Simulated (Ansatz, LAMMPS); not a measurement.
# Force difference against the radius of support functions in Mg2+ triflate in trimethyl phosphate and diglyme at 440 K (131 atoms)

Density of this cell: 1.12 g/cm³. The cell holds 131 atoms: 26 C, 28 O, 64 H, 4 P, 2 S, 6 F and 1 Mg. Cell: a = 11.943 Å, b = 11.943 Å, c = 11.943 Å, α = 90.0°, β = 90.0°, γ = 90.0°. 4 trimethyl phosphate, 2 diglyme, 1 Mg2+, 2 triflate placed at random, at 1.12 g/cm³; overlaps pushed apart, then 10 ps at 550 K with divalent ions of Li, Roberts, Chakravorty and Merz (J. Chem. Theory Comput. 9, 2733 (2013)); MMFF94 bonds, angles, torsions, charges and radii (Halgren, J. Comput. Chem. 17, 490 (1996)) in harmonic and 12-6 forms; charges of ions scaled by 0.8. Snapshot after 30 ps at 440 K and fixed volume.

Calculated with Ansatz 0.2.0: Kohn-Sham DFT, PBE+D4, PAW (set soft_2), localised support functions (medium), with the radius typed; the reference is Kohn-Sham DFT, PBE+D4, PAW (set soft_2), plane waves, cutoff 750 eV, Γ point, fixed occupations, with an r.m.s. force component of 1.11 eV/Å.

```
radius (Å)  r.m.s. force difference (meV/Å)     time
      3.48                            0.757     65 s
      3.76                            0.589     72 s
      4.01                            0.464     96 s
       4.3                            0.425  1.9 min
      4.84                                ?        ?
      5.37                            0.405  3.7 min
```

Task: Fit a power law of the radius to the rows given and interpolate to the withheld row.

**Working.**

A power law y = A x^b is a line in u = ln x and v = ln y.

```
u = ln x   v = ln y
 1.24703  -0.278392
 1.32442  -0.529329
 1.38879  -0.767871
 1.45862  -0.855666
 1.68083  -0.903868
```

With n = 5: mean u = 1.41994, mean v = -0.667025, Σ(u − ū)² = 0.10955, Σ(u − ū)(v − v̄) = -0.14629. Slope b = -0.14629 / 0.10955 = -1.3354; intercept a = v̄ − b ū = 1.2292.

At the withheld row u = 1.577, v = a + b u = -0.8767, and y = exp(v).

Prediction at 4.84: 0.4162 meV/Å. The run gave 0.42 meV/Å, so the fit is low by 0.0038 meV/Å (0.91 % of the value).

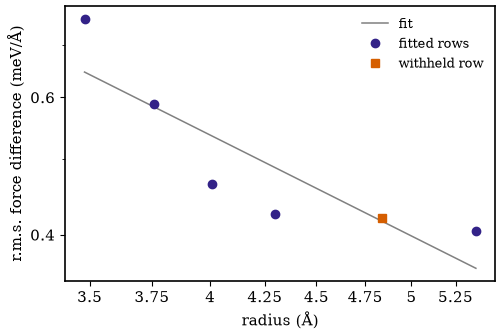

The fit, the rows that it rests on and the withheld row.

The fitted exponent is -1.3. Between neighbouring rows, the withheld one included, the exponents are -3.2, -3.7, -1.3, -0.10 and -0.35, so one power law doesn't hold over the range: the values level off at a floor. Among the rows given, the largest relative miss of the fit is at 4.01, by 0.071 meV/Å (15 %).

Limits: The difference holds the reference's own basis error, which sets a floor under it.

[Logs are printed without paths, hosts, clocks, repeated set-up lines and the standing remarks that a program may print on its own settings, such as how far it seeks lower states.]

[Hosts, paths, dates, database ids (printed as entryN), source tags and the programs' standing remarks are cut or masked in the printed files.]

[The MMFF94 radii named for the starting cell were scaled by 0.96; in molecules described by MMFF94, hydrogen bound to N, O or S took a small fixed 12-6 site in their place.]
